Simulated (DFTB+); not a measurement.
CH$_{4}$OS: geometry relaxation (part 3 of 4)

CH$_{4}$OS, SMILES C[SH]=O; DFTB2, R-SCC (DFTB+ 25.1). The geometry comes from this level: GFN2-xTB.

Geometry of the input (Å):
```
C  -0.5675  0.4068  -0.2697
S  1.1445  -0.2275  0.0377
O  1.1074  -1.6672  -0.1979
H  -0.7373  0.3929  -1.3417
H  -1.2860  -0.2368  0.2245
H  -0.6243  1.4216  0.1066
H  0.9633  -0.0897  1.4405
```

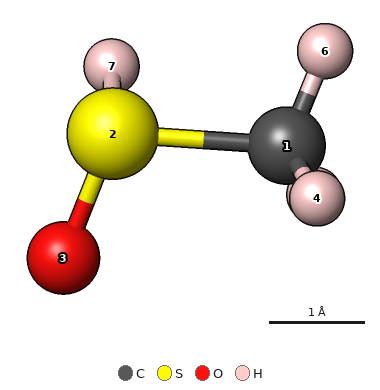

Fig. 1: The input geometry (ball-and-stick view, seen at a tilt; atoms are numbered from 1 in the order of the input).

What the program printed, continued:
```
--------------------------------------------------------------------------------

***  Geometry step: 30

 iSCC Total electronic   Diff electronic      SCC error
    1   -0.91617335E+01    0.00000000E+00    0.15989716E-02
    2   -0.91617338E+01   -0.49174500E-03    0.68679484E-03
    3   -0.91617338E+01   -0.23699224E-06    0.14129399E-03
    4   -0.91617338E+01   -0.56199850E-07    0.96737698E-05

Total Energy:                       -8.9734588274 H         -244.1802 eV
Extrapolated to 0K:                 -8.9734588274 H         -244.1802 eV
Total Mermin free energy:           -8.9734588274 H         -244.1802 eV
Force related energy:               -8.9734588274 H         -244.1802 eV

total energy  -8.9734588E+00 H       energy change -2.1140801E-05 H
gradient norm  1.3023589E-02 H/a0    max. gradient  9.3788488E-03 H/a0
step length    5.7582720E-03 a0      max. step      2.4454730E-03 a0

--------------------------------------------------------------------------------

***  Geometry step: 31

 iSCC Total electronic   Diff electronic      SCC error
    1   -0.91615187E+01    0.00000000E+00    0.25283567E-03
    2   -0.91615187E+01    0.21510302E-03    0.19636141E-03
    3   -0.91615187E+01   -0.68327637E-08    0.90939701E-04
    4   -0.91615187E+01   -0.24526496E-08    0.14546264E-04
    5   -0.91615187E+01   -0.19918467E-09    0.64467535E-06

Total Energy:                       -8.9734990785 H         -244.1813 eV
Extrapolated to 0K:                 -8.9734990785 H         -244.1813 eV
Total Mermin free energy:           -8.9734990785 H         -244.1813 eV
Force related energy:               -8.9734990785 H         -244.1813 eV

total energy  -8.9734991E+00 H       energy change -4.0251048E-05 H
gradient norm  1.2260389E-02 H/a0    max. gradient  8.6209466E-03 H/a0
step length    6.4447316E-03 a0      max. step      2.8126600E-03 a0

--------------------------------------------------------------------------------

***  Geometry step: 32

 iSCC Total electronic   Diff electronic      SCC error
    1   -0.91605028E+01    0.00000000E+00    0.23112677E-02
    2   -0.91605033E+01    0.10159443E-02    0.10030218E-02
    3   -0.91605034E+01   -0.49133311E-06    0.18644023E-03
    4   -0.91605034E+01   -0.11910576E-06    0.41454199E-04
    5   -0.91605034E+01   -0.24215350E-08    0.13001549E-05

Total Energy:                       -8.9735566493 H         -244.1829 eV
Extrapolated to 0K:                 -8.9735566493 H         -244.1829 eV
Total Mermin free energy:           -8.9735566493 H         -244.1829 eV
Force related energy:               -8.9735566493 H         -244.1829 eV

total energy  -8.9735566E+00 H       energy change -5.7570827E-05 H
gradient norm  9.7488812E-03 H/a0    max. gradient  6.4393901E-03 H/a0
step length    7.6348229E-03 a0      max. step      3.8469050E-03 a0

--------------------------------------------------------------------------------

***  Geometry step: 33

 iSCC Total electronic   Diff electronic      SCC error
    1   -0.91587075E+01    0.00000000E+00    0.42521994E-02
    2   -0.91587092E+01    0.17959228E-02    0.18310283E-02
    3   -0.91587096E+01   -0.16775642E-05    0.32999811E-03
    4   -0.91587096E+01   -0.39904950E-06    0.47154227E-04
    5   -0.91587096E+01   -0.68495858E-08    0.38554178E-05

Total Energy:                       -8.9736169835 H         -244.1845 eV
Extrapolated to 0K:                 -8.9736169835 H         -244.1845 eV
Total Mermin free energy:           -8.9736169835 H         -244.1845 eV
Force related energy:               -8.9736169835 H         -244.1845 eV

total energy  -8.9736170E+00 H       energy change -6.0334225E-05 H
gradient norm  6.2767446E-03 H/a0    max. gradient  2.9528237E-03 H/a0
step length    9.2262373E-03 a0      max. step      5.2321975E-03 a0

--------------------------------------------------------------------------------

***  Geometry step: 34

 iSCC Total electronic   Diff electronic      SCC error
    1   -0.91564135E+01    0.00000000E+00    0.53085186E-02
    2   -0.91564162E+01    0.22960284E-02    0.22668366E-02
    3   -0.91564168E+01   -0.26496745E-05    0.42340956E-03
    4   -0.91564168E+01   -0.62118345E-06    0.37946017E-04
    5   -0.91564168E+01   -0.10370535E-07    0.72195206E-05

Total Energy:                       -8.9736596997 H         -244.1857 eV
Extrapolated to 0K:                 -8.9736596997 H         -244.1857 eV
Total Mermin free energy:           -8.9736596997 H         -244.1857 eV
Force related energy:               -8.9736596997 H         -244.1857 eV

total energy  -8.9736597E+00 H       energy change -4.2716170E-05 H
gradient norm  5.6026759E-03 H/a0    max. gradient  2.5586496E-03 H/a0
step length    1.0915536E-02 a0      max. step      6.1567499E-03 a0

--------------------------------------------------------------------------------

***  Geometry step: 35

 iSCC Total electronic   Diff electronic      SCC error
    1   -0.91544438E+01    0.00000000E+00    0.40127863E-02
    2   -0.91544454E+01    0.19729913E-02    0.16931883E-02
    3   -0.91544457E+01   -0.15542913E-05    0.35784809E-03
    4   -0.91544458E+01   -0.36115671E-06    0.31198969E-04
    5   -0.91544458E+01   -0.65982366E-08    0.51650666E-05

Total Energy:                       -8.9736834870 H         -244.1864 eV
Extrapolated to 0K:                 -8.9736834870 H         -244.1864 eV
Total Mermin free energy:           -8.9736834870 H         -244.1864 eV
Force related energy:               -8.9736834870 H         -244.1864 eV

total energy  -8.9736835E+00 H       energy change -2.3787279E-05 H
gradient norm  8.2942426E-03 H/a0    max. gradient  5.4788685E-03 H/a0
step length    1.2004912E-02 a0      max. step      5.7010821E-03 a0

--------------------------------------------------------------------------------

***  Geometry step: 36

 iSCC Total electronic   Diff electronic      SCC error
    1   -0.91535157E+01    0.00000000E+00    0.78070958E-03
    2   -0.91535158E+01    0.93003931E-03    0.39171917E-03
    3   -0.91535158E+01   -0.75524200E-07    0.19000157E-03
    4   -0.91535158E+01   -0.20131424E-07    0.14707645E-04
    5   -0.91535158E+01   -0.13249419E-08    0.22291861E-05

Total Energy:                       -8.9737134560 H         -244.1872 eV
Extrapolated to 0K:                 -8.9737134560 H         -244.1872 eV
Total Mermin free energy:           -8.9737134560 H         -244.1872 eV
Force related energy:               -8.9737134560 H         -244.1872 eV

total energy  -8.9737135E+00 H       energy change -2.9969038E-05 H
gradient norm  9.3072826E-03 H/a0    max. gradient  6.1883995E-03 H/a0
step length    1.2769298E-02 a0      max. step      5.7735271E-03 a0

--------------------------------------------------------------------------------

***  Geometry step: 37

 iSCC Total electronic   Diff electronic      SCC error
    1   -0.91540258E+01    0.00000000E+00    0.34704205E-02
    2   -0.91540269E+01   -0.51002164E-03    0.15080775E-02
    3   -0.91540271E+01   -0.10637604E-05    0.26837331E-03
    4   -0.91540271E+01   -0.24706342E-06    0.77593114E-04
    5   -0.91540271E+01   -0.45561954E-08    0.29903669E-05

Total Energy:                       -8.9737642831 H         -244.1886 eV
Extrapolated to 0K:                 -8.9737642831 H         -244.1886 eV
Total Mermin free energy:           -8.9737642831 H         -244.1886 eV
Force related energy:               -8.9737642831 H         -244.1886 eV

total energy  -8.9737643E+00 H       energy change -5.0827085E-05 H
gradient norm  6.9242137E-03 H/a0    max. gradient  4.1797915E-03 H/a0
step length    1.4142937E-02 a0      max. step      6.2678746E-03 a0

--------------------------------------------------------------------------------

***  Geometry step: 38

 iSCC Total electronic   Diff electronic      SCC error
    1   -0.91558805E+01    0.00000000E+00    0.72933530E-02
    2   -0.91558853E+01   -0.18533709E-02    0.31454331E-02
    3   -0.91558865E+01   -0.48222624E-05    0.42007239E-03
    4   -0.91558865E+01   -0.11200896E-05    0.12132398E-03
    5   -0.91558865E+01   -0.16901831E-07    0.12883381E-04
    6   -0.91558865E+01   -0.17770674E-09    0.13645136E-05

Total Energy:                       -8.9738081134 H         -244.1897 eV
Extrapolated to 0K:                 -8.9738081134 H         -244.1897 eV
Total Mermin free energy:           -8.9738081134 H         -244.1897 eV
Force related energy:               -8.9738081134 H         -244.1897 eV

total energy  -8.9738081E+00 H       energy change -4.3830282E-05 H
gradient norm  3.5667629E-03 H/a0    max. gradient  1.8673220E-03 H/a0
step length    1.6195552E-02 a0      max. step      6.7806534E-03 a0

--------------------------------------------------------------------------------

***  Geometry step: 39

 iSCC Total electronic   Diff electronic      SCC error
    1   -0.91576992E+01    0.00000000E+00    0.68714960E-02
    2   -0.91577035E+01   -0.18127331E-02    0.29647410E-02
    3   -0.91577046E+01   -0.43217636E-05    0.40999218E-03
    4   -0.91577046E+01   -0.10180589E-05    0.95417404E-04
    5   -0.91577046E+01   -0.15377799E-07    0.10889993E-04
    6   -0.91577046E+01   -0.12501467E-09    0.77145523E-06

Total Energy:                       -8.9738152523 H         -244.1899 eV
Extrapolated to 0K:                 -8.9738152523 H         -244.1899 eV
Total Mermin free energy:           -8.9738152523 H         -244.1899 eV
Force related energy:               -8.9738152523 H         -244.1899 eV

total energy  -8.9738153E+00 H       energy change -7.1389624E-06 H
gradient norm  7.1868211E-03 H/a0    max. gradient  5.3237266E-03 H/a0
step length    1.7568926E-02 a0      max. step      7.4492176E-03 a0

--------------------------------------------------------------------------------

***  Geometry step: 40

 iSCC Total electronic   Diff electronic      SCC error
    1   -0.91574288E+01    0.00000000E+00    0.84266804E-03
    2   -0.91574289E+01    0.27577315E-03    0.36439938E-03
    3   -0.91574289E+01   -0.64491323E-07    0.54654719E-04
    4   -0.91574289E+01   -0.15196060E-07    0.10435020E-04
    5   -0.91574289E+01   -0.22932056E-09    0.35256475E-06

Total Energy:                       -8.9738205022 H         -244.1901 eV
Extrapolated to 0K:                 -8.9738205022 H         -244.1901 eV
Total Mermin free energy:           -8.9738205022 H         -244.1901 eV
Force related energy:               -8.9738205022 H         -244.1901 eV

total energy  -8.9738205E+00 H       energy change -5.2498634E-06 H
gradient norm  6.4199529E-03 H/a0    max. gradient  4.7354026E-03 H/a0
step length    7.7200809E-04 a0      max. step      5.7187454E-04 a0

--------------------------------------------------------------------------------

***  Geometry step: 41

 iSCC Total electronic   Diff electronic      SCC error
    1   -0.91569144E+01    0.00000000E+00    0.15795103E-02
    2   -0.91569147E+01    0.51444474E-03    0.68248533E-03
    3   -0.91569147E+01   -0.22677367E-06    0.10272591E-03
    4   -0.91569147E+01   -0.53320669E-07    0.19989873E-04
    5   -0.91569147E+01   -0.81472606E-09    0.68796676E-06

Total Energy:                       -8.9738288335 H         -244.1903 eV
Extrapolated to 0K:                 -8.9738288335 H         -244.1903 eV
Total Mermin free energy:           -8.9738288335 H         -244.1903 eV
Force related energy:               -8.9738288335 H         -244.1903 eV

total energy  -8.9738288E+00 H       energy change -8.3312727E-06 H
gradient norm  5.0309170E-03 H/a0    max. gradient  3.6364219E-03 H/a0
step length    1.4612990E-03 a0      max. step      1.0803077E-03 a0

--------------------------------------------------------------------------------

***  Geometry step: 42

 iSCC Total electronic   Diff electronic      SCC error
    1   -0.91562333E+01    0.00000000E+00    0.21124984E-02
    2   -0.91562337E+01    0.68136779E-03    0.91171373E-03
    3   -0.91562338E+01   -0.40605594E-06    0.13799889E-03
    4   -0.91562338E+01   -0.95169513E-07    0.27413297E-04
    5   -0.91562338E+01   -0.14810126E-08    0.95960919E-06

Total Energy:                       -8.9738369671 H         -244.1905 eV
Extrapolated to 0K:                 -8.9738369671 H         -244.1905 eV
Total Mermin free energy:           -8.9738369671 H         -244.1905 eV
Force related energy:               -8.9738369671 H         -244.1905 eV

total energy  -8.9738370E+00 H       energy change -8.1336512E-06 H
gradient norm  3.3720008E-03 H/a0    max. gradient  2.1744777E-03 H/a0
step length    1.9976138E-03 a0      max. step      1.4685262E-03 a0

--------------------------------------------------------------------------------

***  Geometry step: 43

 iSCC Total electronic   Diff electronic      SCC error
    1   -0.91554919E+01    0.00000000E+00    0.23469991E-02
    2   -0.91554924E+01    0.74192928E-03    0.10117639E-02
    3   -0.91554925E+01   -0.50151872E-06    0.15399275E-03
    4   -0.91554925E+01   -0.11713694E-06    0.31817953E-04
    5   -0.91554925E+01   -0.18763124E-08    0.11373287E-05

Total Energy:                       -8.9738421663 H         -244.1907 eV
Extrapolated to 0K:                 -8.9738421663 H         -244.1907 eV
Total Mermin free energy:           -8.9738421663 H         -244.1907 eV
Force related energy:               -8.9738421663 H         -244.1907 eV

total energy  -8.9738422E+00 H       energy change -5.1992020E-06 H
gradient norm  2.3428341E-03 H/a0    max. gradient  9.8232759E-04 H/a0
step length    2.3294474E-03 a0      max. step      1.6840746E-03 a0

Geometry converged

--------------------------------------------------------------------------------
--------------------------------------------------------------------------------
SCC                                    +       0.07 ( 79.0%)       0.33 ( 95.6%)
Post-SCC processing                    +       0.01 ( 17.0%)       0.01 (  3.8%)
--------------------------------------------------------------------------------
Missing                                +       0.00 (  4.0%)       0.00 (  0.6%)
Total                                  =       0.08 (100.0%)       0.34 (100.0%)
--------------------------------------------------------------------------------
```

File detailed.out:
```
Fermi distribution function

Geometry optimization step: 43

********************************************************************************
 iSCC Total electronic   Diff electronic      SCC error
    5   -0.91554925E+01   -0.18763124E-08    0.11373287E-05
********************************************************************************

 Total charge:    -0.00000000

 Atomic gross charges (e)
 Atom           Charge
    1      -0.20061407
    2       0.12947660
    3      -0.23141187
    4       0.08350912
    5       0.08351690
    6       0.07223928
    7       0.06328404

Nr. of electrons (up):     20.00000000
Atom populations (up)
 Atom       Population
    1       4.20061407
    2       5.87052340
    3       6.23141187
    4       0.91649088
    5       0.91648310
    6       0.92776072
    7       0.93671596

l-shell populations (up)
 Atom Sh.   l       Population
    1   1   0       1.29618621
    1   2   1       2.90442786
    2   1   0       1.64103649
    2   2   1       3.39864080
    2   3   2       0.83084610
    3   1   0       1.76807394
    3   2   1       4.46333793
    4   1   0       0.91649088
    5   1   0       0.91648310
    6   1   0       0.92776072
    7   1   0       0.93671596

Orbital populations (up)
 Atom Sh.   l   m       Population  Label
    1   1   0   0       1.29618621  s
    1   2   1  -1       0.97536545  p_y
    1   2   1   0       0.98742121  p_z
    1   2   1   1       0.94164120  p_x
    2   1   0   0       1.64103649  s
    2   2   1  -1       1.01648207  p_y
    2   2   1   0       1.13251714  p_z
    2   2   1   1       1.24964159  p_x
    2   3   2  -2       0.36793808  d_xy
    2   3   2  -1       0.29425181  d_yz
    2   3   2   0       0.08027107  d_z2
    2   3   2   1       0.01858993  d_xz
    2   3   2   2       0.06979521  d_x2-y2
    3   1   0   0       1.76807394  s
    3   2   1  -1       1.29685032  p_y
    3   2   1   0       1.58269419  p_z
    3   2   1   1       1.58379343  p_x
    4   1   0   0       0.91649088  s
    5   1   0   0       0.91648310  s
    6   1   0   0       0.92776072  s
    7   1   0   0       0.93671596  s

Fermi level:                        -0.1397694443 H           -3.8033 eV
Band energy:                        -8.7502247356 H         -238.1057 eV
TS:                                  0.0000000000 H            0.0000 eV
Band free energy (E-TS):            -8.7502247356 H         -238.1057 eV
Extrapolated E(0K):                 -8.7502247356 H         -238.1057 eV
Input / Output electrons (q):     20.0000000000     20.0000000000

Energy H0:                          -9.1655368097 H         -249.4069 eV
Energy SCC:                          0.0100442721 H            0.2733 eV
Total Electronic energy:            -9.1554925376 H         -249.1336 eV
Repulsive energy:                    0.1816503713 H            4.9430 eV
Total energy:                       -8.9738421663 H         -244.1907 eV
Extrapolated to 0:                  -8.9738421663 H         -244.1907 eV
Total Mermin free energy:           -8.9738421663 H         -244.1907 eV
Force related energy:               -8.9738421663 H         -244.1907 eV

Non-constrained calculation

SCC converged

Full geometry written in geo_end.{xyz|gen}

Total Forces
    1     -0.000904955285     -0.000171148640      0.000062720067
    2      0.000437751504      0.000561705022     -0.000089866699
    3      0.000046169192      0.000551574199      0.000579432226
    4      0.000262572062      0.000035738277      0.000232475521
    5     -0.000982327591      0.000412407512     -0.000273525323
    6      0.000287328556     -0.000410623300     -0.000449631682
    7      0.000853461562     -0.000979653070     -0.000061604110

Maximal derivative component:        0.982328E-03 au

Dipole moment:   -0.31058661    0.74365368    0.20990633 au
Dipole moment:   -0.78943249    1.89017926    0.53352872 Debye

Geometry converged
```
